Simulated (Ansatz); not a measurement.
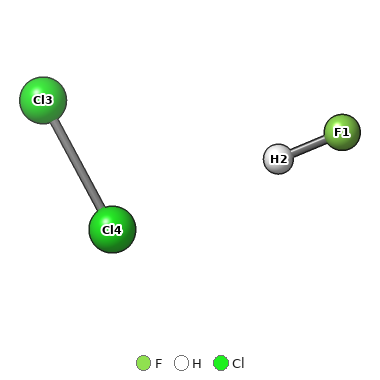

The system is the pair FH···Cl₂; the picture shows the reference structure. Coordinates scanned: (1) separation of Cl4 and H2 along their line in the relaxed pair; (2) sideways slip of F1, H2. Nothing is relaxed (both partners rigid). The grid has 9 × 9 points. Points are written as (first, second). Energies are in kJ/mol, from the lowest grid point. All numbers below come from Ansatz 0.2.0, RHF-MP2, frozen core/def2-TZVPD.

Its coordinates:

```yaml
atoms:
  - { symbol: F, position_ang: [0.0288, 0.2590, -1.9973] }
  - { symbol: H, position_ang: [0.0738, -0.0722, -1.1319] }
  - { symbol: Cl, position_ang: [-0.2971, 0.7605, 2.0116] }
  - { symbol: Cl, position_ang: [0.1945, -0.9473, 1.1176] }
```

Range: separation of Cl4 and H2 along their line in the relaxed pair from 2.030 to 4.630 Å; sideways slip of F1, H2 from −1.500 to 1.500 Å.

Question: What landscape does the calculation give?

Answer: The lowest grid point is at (2.403 Å, 0.000 Å). The energy also falls towards the edge at (2.403 Å, 1.500 Å) (2.0 kJ/mol above the lowest), where a further well may lie outside the range. It is the only kind of minimum in the scanned range. The highest grid point, (2.030 Å, −1.500 Å), lies 9.5 kJ/mol above the lowest. Round the minimum the two coordinates are weakly coupled (coupling −0.08 in units of the two stiffnesses).

```csv
"second ↓, first →",2.030,2.172,2.403,2.689,3.015,3.377,3.768,4.187,4.630
1.500,6.0,3.4,2.0,2.3,3.4,4.5,5.4,6.1,6.6
1.125,8.2,4.8,2.5,2.4,3.3,4.4,5.3,6.0,6.6
0.750,8.4,4.4,1.9,1.9,3.0,4.2,5.3,6.0,6.6
0.375,7.0,2.8,0.7,1.2,2.6,4.1,5.2,6.0,6.6
0.000,5.9,1.8,0.0,0.8,2.5,4.1,5.3,6.1,6.6
−0.375,6.2,2.4,0.7,1.4,2.9,4.4,5.5,6.3,6.8
−0.750,7.6,4.4,2.6,2.8,3.8,5.0,5.9,6.5,6.9
−1.125,8.8,6.4,4.7,4.5,5.0,5.7,6.3,6.8,7.1
−1.500,9.5,7.8,6.5,6.0,6.1,6.4,6.8,7.1,7.3
```

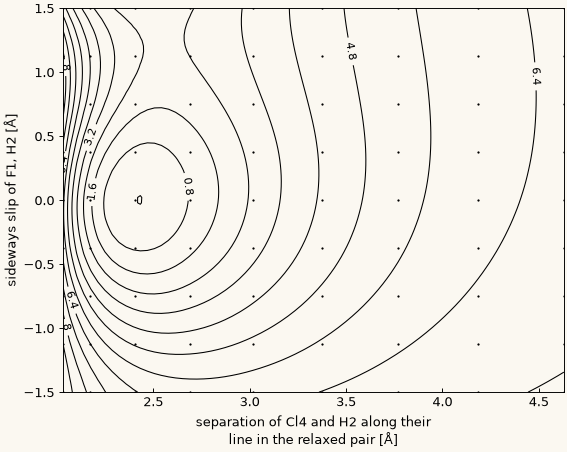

In the figure: contour lines labelled in kJ/mol, dots at the grid points. Between grid points the surface is interpolated.

Each point was launched as `ansatz run input.yaml --threads 1 --pin off --max-ram 2560MiB --backend cpu --events-out ev --progress --plain --runs-dir out`. The whole map (81 points run) took 7 min on 1 thread of Arm Neoverse V2, on a shared host.
